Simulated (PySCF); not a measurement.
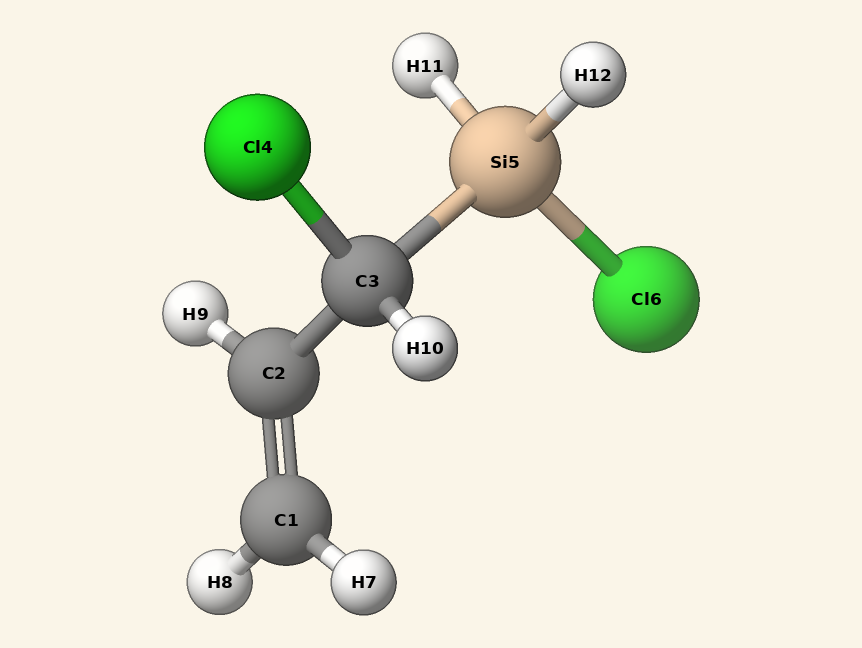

Computed geometry: PBE0-D3(BJ)/def2-SVP optimisation. No frequency run is at hand to confirm it as a minimum. Method: delta-SCF UKS SCAN, pcX-2 on the ionised atom, pcseg-1 elsewhere, non-relativistic (PySCF 2.14.0).

Give the core-electron binding energies (to vacuum; p and d levels without spin–orbit splitting) of C1 1s, C2 1s, C3 1s, Cl4 1s, Cl4 2p, Si5 1s, Si5 2p, Cl6 1s, Cl6 2p.

```
atom  level  binding energy (eV)
  C1     1s                290.5
  C2     1s                291.1
  C3     1s                292.1
 Cl4     1s               2818.5
 Cl4     2p                206.5
 Si5     1s               1843.4
 Si5     2p                108.1
 Cl6     1s               2818.6
 Cl6     2p                206.6
```
